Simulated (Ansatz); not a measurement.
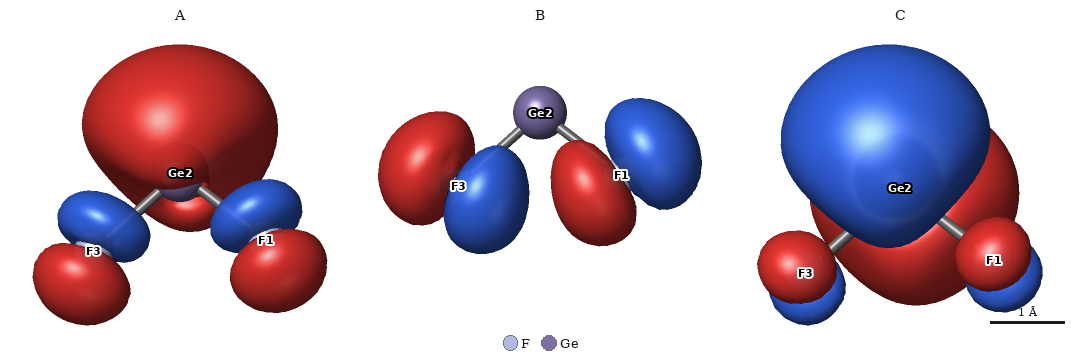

Figure 1: F$_{2}$Ge. Three frontier orbitals at ±0.1 Å⁻³ᐟ² (blue and red are the two phases), in no order.

Geometry: PBE0-D4/def2-TZVP.

Level of theory: isolated molecule in a Gaussian basis; Kohn-Sham density functional theory, functional B3LYP (Ansatz 0.2.0).

```xyz
3

F    -0.6759   -1.1018   -0.4975
Ge    0.6375   -0.2952    0.3202
F     0.0276    1.3321    0.1641
```

Question: Which picture is the HOMO−1, the HOMO and the LUMO?

Answer: B is the HOMO−1 (−10.70 eV). It lies mainly on F1 (about 45 %) and F3 (about 45 %); it is symmetric in the molecular plane (an in-plane orbital: σ, lone-pair or in-plane π type); largely a combination of lone pairs on F1 and F3. A is the HOMO (−8.84 eV). It lies mainly on Ge2 (about 60 %), F1 (about 20 %) and F3 (about 20 %); it is symmetric in the molecular plane (an in-plane orbital: σ, lone-pair or in-plane π type). C is the LUMO (−2.78 eV). Its weight (Hirshfeld) is mainly on Ge2 (about 85 %), F1 (about 5 %) and F3 (about 5 %); it changes sign across the molecular plane (π type).

Question: What is the HOMO–LUMO gap?

Answer: 6.06 eV between the orbital energies.
